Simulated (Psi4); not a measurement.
# U-r2SCAN/cc-pVTZ run of [OF2]+ (SMILES F[O+]F)

What is the vertical doublet–quartet gap of [OF2]+ at U-r2SCAN/cc-pVTZ? 

The results are computed with Psi4 1.11.

1 further run of the same task is left out (it didn't finish).

## Step 1: The system as given

[OF2]+ has 3 atoms, charge +1, and is taken as a doublet. SMILES: `F[O+]F`. Geometry: relaxed at PBE0-D4/def2-TZVP.

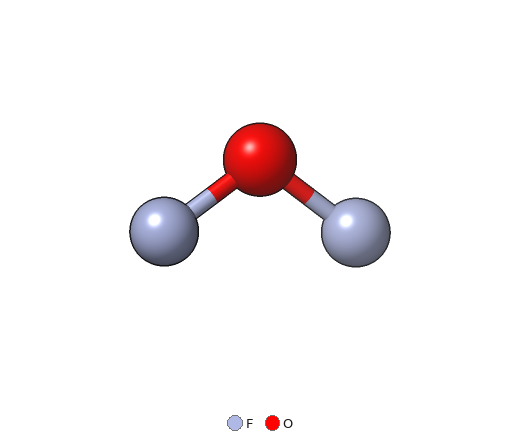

The structure, seen from a chosen angle (fluorine light blue, oxygen red).

## Step 2: A single-point energy at U-r2SCAN/cc-pVTZ

f2o.py

```python
import psi4

psi4.set_memory(2200000000)
psi4.set_num_threads(1)
psi4.set_output_file('output.dat', False)

geom = psi4.geometry("""
1 2
F      0.920200    -0.309010     0.473410
O      0.000640     0.505210     0.055670
F     -0.920840    -0.196190    -0.529090
units angstrom
symmetry c1
""")

psi4.set_options({
    'basis': 'cc-pVTZ',
    'reference': 'uks',
    'puream': True,
    'e_convergence': 1e-09,
    'd_convergence': 1e-08,
    'scf_type': 'pk',
    'dft_radial_points': 99,
    'dft_spherical_points': 590,
    'maxiter': 100,
})

energy_value, wavefunction = psi4.energy("r2scan", return_wfn=True)
psi4.oeprop(wavefunction, "WIBERG_LOWDIN_INDICES", "DIPOLE", "MULLIKEN_CHARGES", title="R2SCAN")
print('E =', round(energy_value, 9))
```

Command:

```bash
$ python f2o.py
```

output.dat:

```text
[...]
  Running in c1 symmetry.
[...]
  Nuclear repulsion =   79.155290775448890
[...]
  Multiplicity = 2
[...]
  Nalpha       = 13
  Nbeta        = 12
[...]
    Number of basis functions: 90
[...]
   @UKS iter   1:  -274.12305992693047    4.56351e-01   5.11599e-03 ADIIS/DIIS
[...]
   @UKS iter  13:  -274.19412422039699   -3.41061e-13   7.06276e-09 DIIS
[...]
   @S^2 Observed:                7.532009632E-01
[...]
    Orbital Energies [Eh]
    ---------------------
    Alpha Occupied:
       1A    -25.001071     2A    -25.001067     3A    -19.668174
       4A     -1.798899     5A     -1.633417     6A     -1.305071
       7A     -1.026748     8A     -0.980803     9A     -0.966915
      10A     -0.831991    11A     -0.793333    12A     -0.792669
      13A     -0.720971
    Alpha Virtual:
      14A     -0.473012    15A     -0.421256    16A      0.206732
      17A      0.213602    18A      0.223212    19A      0.333984
      20A      0.393039    21A      0.426936    22A      0.450845
      23A      0.469269    24A      0.479608    25A      0.588309
[...]
  @UKS Final Energy:  -274.19412422039699
   => Energetics <=
    Nuclear Repulsion Energy =             79.1552907754488899
    One-Electron Energy =                -528.0493321397357249
    Two-Electron Energy =                 203.4946081029119114
    DFT Exchange-Correlation Energy =     -28.7946909590220486
    Empirical Dispersion Energy =           0.0000000000000000
    VV10 Nonlocal Energy =                  0.0000000000000000
    Total Energy =                       -274.1941242203969864
[...]
 Multipole Moments:
 ------------------------------------------------------------------------------------
     Multipole            Electronic (a.u.)      Nuclear  (a.u.)        Total (a.u.)
 ------------------------------------------------------------------------------------
 L = 1.  Multiply by 2.5417464519 to convert [e a0] to [Debye]
 Dipole X            :         -0.0121696            0.0231422            0.0109726
 Dipole Y            :         -0.2249260            0.4280823            0.2031563
 Dipole Z            :         -0.0000000            0.0000000           -0.0000000
 Magnitude           :                                                    0.2034524
[...]
  Mulliken Charges: (a.u.)
   Center  Symbol    Alpha    Beta     Spin     Total
       1     F     4.48026  4.27640  0.20386  0.24334
       2     O     4.03947  3.44721  0.59227  0.51332
       3     F     4.48026  4.27639  0.20387  0.24334
   Total alpha = 13.00000, Total beta = 12.00000, Total charge =  1.00000
  Wiberg Bond Indices using Orthogonal Lowdin Orbitals:
  Total Bond Index:
  Irrep: 1 Size: 3 x 3
[...]
```

On the terminal:

```text
E = -274.19412422
```

It took 16 s on 1 thread of Intel Xeon 6975P-C (Granite Rapids), shared host; peak memory 1.3 GiB.

## Step 3: The quartet at the same level

f2o.json

```json
{
 "schema_name": "qcschema_input",
 "schema_version": 1,
 "molecule": {
  "schema_name": "qcschema_molecule",
  "schema_version": 2,
  "symbols": ["F", "O", "F"],
  "geometry": [1.73892598, -0.58394427, 0.89461524, 0.00120942, 0.95470854, 0.10520105, -1.7401354, -0.37074537, -0.9998352],
  "molecular_charge": 1,
  "molecular_multiplicity": 4,
  "fix_symmetry": "c1",
  "fix_com": true,
  "fix_orientation": true
 },
 "driver": "energy",
 "model": {
  "method": "r2scan",
  "basis": "cc-pVTZ"
 },
 "keywords": {
  "reference": "uks",
  "puream": true,
  "e_convergence": 1e-09,
  "d_convergence": 1e-08,
  "scf_type": "pk",
  "dft_radial_points": 99,
  "dft_spherical_points": 590,
  "maxiter": 100,
  "scf_properties": ["QUADRUPOLE", "MAYER_INDICES", "WIBERG_LOWDIN_INDICES"]
 }
}
```

Command:

```bash
$ psi4 --qcschema f2o.json -n 1 --memory 2200MB
```

stdout:

```text
[...]
  Running in c1 symmetry.
[...]
  Nuclear repulsion =   79.155290790406767
[...]
  Multiplicity = 4
[...]
  Nalpha       = 14
  Nbeta        = 11
[...]
    Number of basis functions: 90
[...]
   @UKS iter   1:  -273.89701009052192    6.82400e-01   3.16383e-03 DIIS/ADIIS
[...]
   @UKS iter  18:  -273.93166875139093   -2.84217e-13   4.74838e-09 DIIS
[...]
   @S^2 Observed:                3.765065498E+00
[...]
    Orbital Energies [Eh]
    ---------------------
    Alpha Occupied:
       1A    -24.993888     2A    -24.993845     3A    -19.595407
       4A     -1.787860     5A     -1.643245     6A     -1.319516
       7A     -1.037067     8A     -0.987631     9A     -0.968633
      10A     -0.844222    11A     -0.829465    12A     -0.815911
      13A     -0.716984    14A     -0.500009
    Alpha Virtual:
      15A     -0.433300    16A      0.196012    17A      0.198664
      18A      0.216020    19A      0.322263    20A      0.381131
      21A      0.408429    22A      0.451325    23A      0.466730
      24A      0.470563    25A      0.575512    26A      0.893635
[...]
  @UKS Final Energy:  -273.93166875139093
   => Energetics <=
    Nuclear Repulsion Energy =             79.1552907904067666
    One-Electron Energy =                -528.2695791598612232
    Two-Electron Energy =                 204.0908253716163472
    DFT Exchange-Correlation Energy =     -28.9082057535528030
    Empirical Dispersion Energy =           0.0000000000000000
    VV10 Nonlocal Energy =                  0.0000000000000000
    Total Energy =                       -273.9316687513909301
[...]
 Multipole Moments:
 ------------------------------------------------------------------------------------
     Multipole            Electronic (a.u.)      Nuclear  (a.u.)        Total (a.u.)
 ------------------------------------------------------------------------------------
 L = 1.  Multiply by 2.5417464519 to convert [e a0] to [Debye]
 Dipole X            :          0.0012520           -0.0012094            0.0000426
 Dipole Y            :          1.1140600           -0.9545384            0.1595216
 Dipole Z            :          0.1228555           -0.1053712            0.0174842
 Magnitude           :                                                    0.1604769
 L = 2.  Multiply by 1.3450342976 to convert [e a0^2] to [Debye ang]
 Quadrupole XX       :        -62.1689960           54.4674247           -7.7015713
 Quadrupole XY       :          3.2262409           -3.3233613           -0.0971204
[...]
```

The result, in JSON:

```text
{
 "driver": "energy",
 "model": {
  "method": "r2scan",
  "basis": "cc-pVTZ"
 },
 "success": true,
 "return_result": -273.93166875139093,
 "properties": {
  "calcinfo_nbasis": 90,
  "calcinfo_nmo": 90,
  "calcinfo_nalpha": 14,
  "calcinfo_nbeta": 11,
  "calcinfo_natom": 3,
  "nuclear_repulsion_energy": 79.15529079040677,
  "return_energy": -273.93166875139093,
  "scf_one_electron_energy": -528.2695791598612,
  "scf_two_electron_energy": 204.09082537161635,
  "scf_xc_energy": -28.908205753552803,
  "scf_dipole_moment": [4.259663073299946e-05, 0.159521581336302, 0.017484230913282786],
  "scf_total_energy": -273.93166875139093,
  "scf_iterations": 18
 }
}
```

Wall time 21 s (1 thread of Intel Xeon 6975P-C (Granite Rapids), shared host); peak memory 1.3 GiB.

## Step 4: Results

Level: U-r2SCAN/cc-pVTZ.

| quantity | value |
| --- | --- |
| doublet: total energy | -274.19412 Eh |
| doublet: HOMO energy (highest over α and β) | -19.62 eV |
| doublet: LUMO energy (lowest over α and β) | -17.03 eV |
| doublet: ⟨S²⟩ | 0.753 |
| quartet: total energy | -273.93167 Eh |
| quartet: HOMO energy (highest over α and β) | -13.61 eV |
| quartet: ⟨S²⟩ | 3.765 |
| vertical energy of the quartet above the doublet | 7.142 eV |

**Reading.** At this shape the quartet lies 7.14 eV (165 kcal/mol) above the doublet. Mulliken charges (doublet) run from +0.24 on F1 to +0.51 on O2.
